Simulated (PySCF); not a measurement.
# Ge2H5ClO (SMILES [Cl][GeH2][O][GeH3]): levels of theory compared

Aim: a comparison of 4 runs (HF/3-21G, B3LYP/6-31G*, PBE/pcseg-2, MP2/6-31G*) of Ge2H5ClO. Input form: a Python script.

Program for the calculation: PySCF 2.14.0.

**1. The structure to begin with**

Ge2H5ClO: 9 atoms, total charge 0, spin state singlet. SMILES: `[Cl][GeH2][O][GeH3]`. The shape comes from GFN2-xTB, which is rough for such elements, and wasn't checked as a minimum. This is one conformer, not always the lowest.

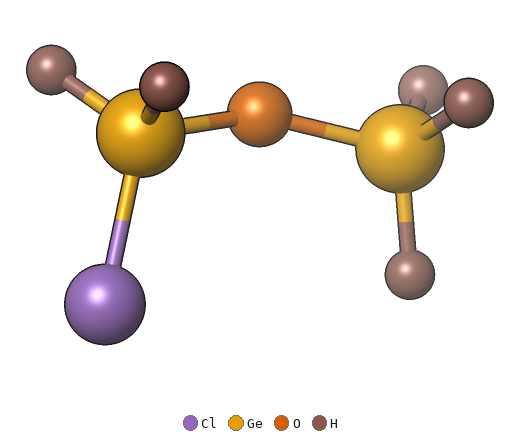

The structure, seen from a chosen angle (chlorine purple, germanium amber, oxygen orange, hydrogen brown).

**2. Energy and gradient at HF/3-21G (run 1)**

Input file calc.py:

```python
from pyscf import gto, scf

system = gto.M(
    atom=[
    ('Cl', (-2.607440, 0.999690, -0.104570)),
    ('Ge', (-0.624090, 1.516420, 0.242040)),
    ('O', (0.390500, 0.219360, -0.304040)),
    ('Ge', (0.773510, -1.478680, -0.236730)),
    ('H', (-0.191190, 2.665700, -0.626390)),
    ('H', (-0.385380, 1.728550, 1.717260)),
    ('H', (1.281860, -1.775810, 1.143320)),
    ('H', (1.829770, -1.612970, -1.285500)),
    ('H', (-0.467540, -2.262270, -0.545400)),
],
    max_memory=1860,
    basis='3-21g',
    verbose=4,
)

mf = scf.RHF(system)
mf.conv_tol = 1e-10
mf.kernel()
if not mf.converged:
    mf = mf.newton().run(mf.mo_coeff, mf.mo_occ)

e_final = mf.e_tot
print('Final energy', e_final)
grad = mf.nuc_grad_method().kernel()
mf.analyze()
```

Started as:

```console
$ OMP_NUM_THREADS=1 python calc.py
```

Log:

```text
PySCF version 2.14.0

[... 78 lines left out ...]
Nuclear Repulsion Energy =             647.325795116749305
[... 11 lines left out ...]
MO #6   energy= -46.0141764573174  occ= 2
[... 9 lines left out ...]
MO #16  energy= -7.95262299103878  occ= 2
[... 9 lines left out ...]
MO #26  energy= -1.62615710908926  occ= 2
[... 9 lines left out ...]
MO #36  energy= -1.10985865930474  occ= 2
[... 9 lines left out ...]
MO #46  energy= -0.441667316206391 occ= 2
[... 9 lines left out ...]
MO #56  energy= 0.340741850790259  occ= 0
[... 9 lines left out ...]
MO #66  energy= 0.858002133824675  occ= 0
[... 9 lines left out ...]
MO #76  energy= 3.12207808284369   occ= 0
[... 88 lines left out ...]
Dipole moment(X, Y, Z, Debye):  1.95889, -0.19926,  1.12759
```

Wall time 5.1 s (1 thread of Arm Neoverse V1, shared host); peak memory 0.15 GiB.

**3. Energy and gradient at B3LYP/6-31G(d) (spherical functions) (run 2)**

Input file run.py:

```python
from pyscf import gto, dft

mol = gto.M(
    atom='''
Cl    -4.927347     1.889140    -0.197609
Ge    -1.179359     2.865618     0.457389
O      0.737938     0.414530    -0.574552
Ge     1.461722    -2.794300    -0.447355
H     -0.361297     5.037443    -1.183706
H     -0.728263     3.266486     3.245151
H      2.422364    -3.355795     2.160562
H      3.457764    -3.048072    -2.429243
H     -0.883523    -4.275071    -1.030657
''',
    basis='6-31g*',
    unit='bohr',
    charge=0,
    verbose=4,
    max_memory=1860,
)

mf = dft.RKS(mol)
mf.xc = 'b3lyp'
mf.grids.level = 5
mf.conv_tol = 1e-10
mf.kernel()
if not mf.converged:
    mf = mf.newton().run(mf.mo_coeff, mf.mo_occ)

energy = mf.e_tot
print('Final energy', energy)
grad = mf.nuc_grad_method().kernel()
dip = mf.dip_moment()
pop, q = mf.mulliken_pop()
```

Started as:

```console
$ OMP_NUM_THREADS=1 python run.py
```

Log:

```text
PySCF version 2.14.0

[... 79 lines left out ...]
converged SCF energy = -4691.99526973327
Final energy -4691.995269733274
[... 12 lines left out ...]
Dipole moment(X, Y, Z, Debye):  1.19939, -0.25483,  0.72189
[... 116 lines left out ...]
charge of    8H =      0.03493
```

Run time: 71 s. Hardware: 1 thread of Arm Neoverse V1, shared host; peak memory 1.1 GiB.

Run 3 isn't shown in full; the table further down has it.

**4. Energy and forces at MP2/6-31G(d) (spherical functions) (run 4)**

Input file job.py:

```python
from pyscf import gto, mp

system = gto.M(
    atom='''
Cl      -2.607440       0.999690      -0.104570
Ge      -0.624090       1.516420       0.242040
O        0.390500       0.219360      -0.304040
Ge       0.773510      -1.478680      -0.236730
H       -0.191190       2.665700      -0.626390
H       -0.385380       1.728550       1.717260
H        1.281860      -1.775810       1.143320
H        1.829770      -1.612970      -1.285500
H       -0.467540      -2.262270      -0.545400
''',
    verbose=4,
    max_memory=1860,
    basis='6-31g*',
)

hf = system.RHF()
hf.conv_tol = 1e-10
hf.kernel()
if not hf.converged:
    hf = hf.newton().run(hf.mo_coeff, hf.mo_occ)

pt = mp.MP2(hf, frozen=24).run()
energy = pt.e_tot
print('E = %.10f Eh' % energy)
grad = pt.nuc_grad_method().kernel()
dip = hf.dip_moment()
pop, q = hf.mulliken_pop()
```

Started as:

```console
$ OMP_NUM_THREADS=1 python job.py
```

Log:

```text
PySCF version 2.14.0

[... 65 lines left out ...]
converged SCF energy = -4687.46347976186
[... 17 lines left out ...]
Dipole moment(X, Y, Z, Debye):  1.26705, -0.22419,  0.86637
[... 116 lines left out ...]
charge of    8H =     -0.03221
```

Wall time 59 s (1 thread of Arm Neoverse V1, shared host); peak memory 1.3 GiB.

**5. Overview of the runs**

| run | level | integration grid | frozen core orbitals | energy (Eh) | dipole moment (D) of the reference | HOMO energy (eV) | LUMO energy (eV) | wall time |
| --- | --- | --- | --- | --- | --- | --- | --- | --- |
| 1 | HF/3-21G | – | – | -4665.419111 | 2.27 | -11.77 | 3.70 | 5.1 s |
| 2 | B3LYP/6-31G* (spherical functions) | 5 | – | -4691.995270 | 1.42 | -7.93 | -0.12 | 71 s |
| 3 | PBE/pcseg-2 | 5 | – | -4691.740567 | 1.18 | -6.94 | -1.06 | 11 min |
| 4 | MP2/6-31G* (spherical functions) | – | 24 | -4688.258461 | 1.55 | -11.79 | 3.17 | 59 s |

**6. Outcome**

```
                                           quantity           value
                                run 4: total energy  -4688.25846 Eh
        run 4: dipole moment (Hartree–Fock density)          1.55 D
         run 4: HOMO energy (Hartree–Fock orbitals)       -11.79 eV
         run 4: LUMO energy (Hartree–Fock orbitals)         3.17 eV
       run 4: HOMO–LUMO gap (Hartree–Fock orbitals)        14.97 eV
run 4: correlation energy (24 core orbitals frozen)      -795.0 mEh
                    run 4: largest force on an atom      1.582 eV/Å
```

In words: Over runs 1, 2, 3 the dipole moment (its size) runs from 1.18 D (PBE/pcseg-2) to 2.27 D (HF/3-21G). The two ends differ in method and basis. Over runs 1, 2, 3 the HOMO–LUMO gap runs from 5.88 eV (PBE/pcseg-2) to 15.47 eV (HF/3-21G). Totals of different functionals can't be ranked against each other. All runs together took 13 min, the longest 11 min.
